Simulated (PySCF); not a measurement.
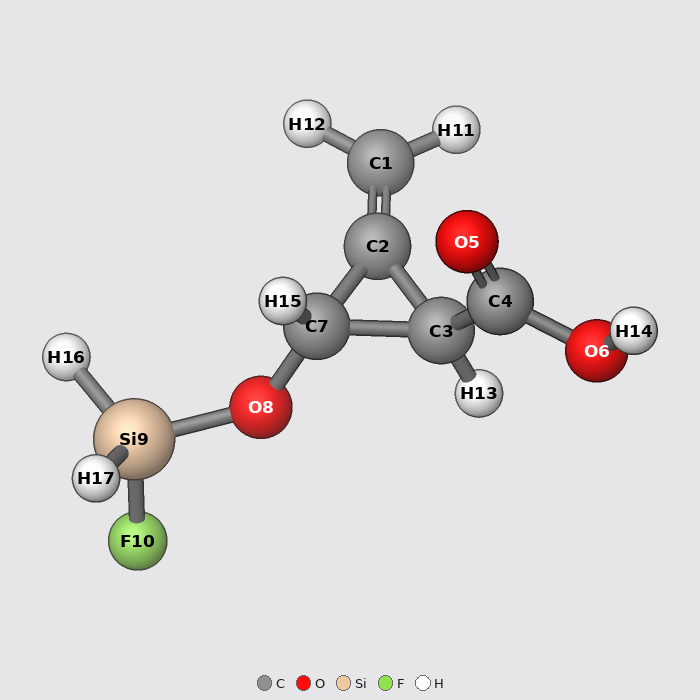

The computed structure is the end point of a GFN2-xTB optimisation. No frequency run is at hand to confirm it as a minimum. Electric field gradients from the ground-state density, PBE0/pcSseg-1 (PySCF 2.14.0), non-relativistic apart from any core potentials.

Give the largest field-gradient component, the quadrupole coupling constant and the asymmetry for 17O at O5 (Q = −25.6 mb), 17O at O6 (Q = −25.6 mb), 17O at O8 (Q = −25.6 mb), 2H at H11 (Q = 2.86 mb), 2H at H12 (Q = 2.86 mb).

| atom | V_zz (a.u.) | e²qQ/h (MHz) | η |
| --- | --- | --- | --- |
| O5 | −1.527 | 9.18 | 0.08 |
| O6 | 1.637 | −9.85 | 0.45 |
| O8 | 1.731 | −10.41 | 0.41 |
| H11 | 0.333 | 0.224 | 0.04 |
| H12 | 0.334 | 0.224 | 0.04 |

The geometry is semi-empirical. Around Si such bond lengths and angles can be off by a tenth of an ångström or more and by several degrees, and values that hang on the shape move with them.
